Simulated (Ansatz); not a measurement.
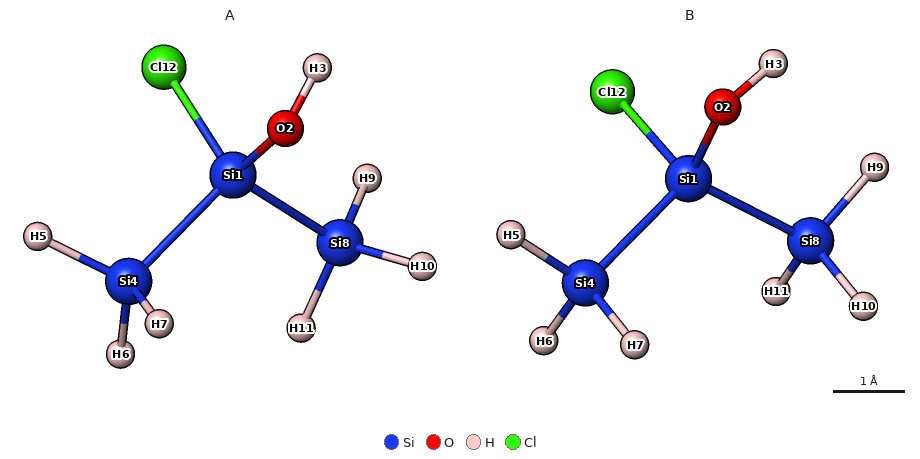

Two geometries of Si3H7OCl, drawn at one scale. One is the start of a relaxation, the other its converged end. The picture is a ball-and-stick view, seen at a tilt.

Level of theory: Ansatz 0.2.0, RKS revPBE/STO-3G. Settings: no spin polarisation; force threshold 0.02 eV/Å; at most 40 steps.

### Which of the two is the end point?

Structure B is the relaxed one. The run prepares the start of a later molecular dynamics calculation, from a guessed geometry. Over 18 accepted moves (19 points after the start) the energy falls by 0.318 eV. Largest force component: 1.4 eV/Å at the start, 0.01 eV/Å at the end. The line search rejected the trial step at point 6 of the run. The forces were under the threshold at step 7, but the run went on from there. The largest move after the best rigid fit is that of H9, 0.93 Å. By element the largest moves are H 0.93 Å, Cl 0.57 Å, O 0.46 Å, Si 0.18 Å. Some distances before and after: Si1–Si8 2.218 → 2.292 Å, Si1–Si4 2.220 → 2.281 Å, Si1–O2 1.680 → 1.733 Å, Si1–Cl12 2.128 → 2.172 Å. Among the angles between lasting bonds that change: Si4–Si1–Si8 109.5° → 116.5°, Si1–O2–H3 109.5° → 104.1°, O2–Si1–Si8 109.5° → 114.2°. Groups turn about Si1–Si8 by about 40°, Si1–Si4 by about 35°, Si1–O2 by about 25°. Cost: 81 s on 1 thread of Intel(R) Xeon(R) Platinum 8259CL CPU @ 2.50GHz (Skylake/Cascade Lake) (shared host), peak memory 0.15 GiB.

Limits of the set-up: STO-3G is a minimal basis, so the numbers are rough.
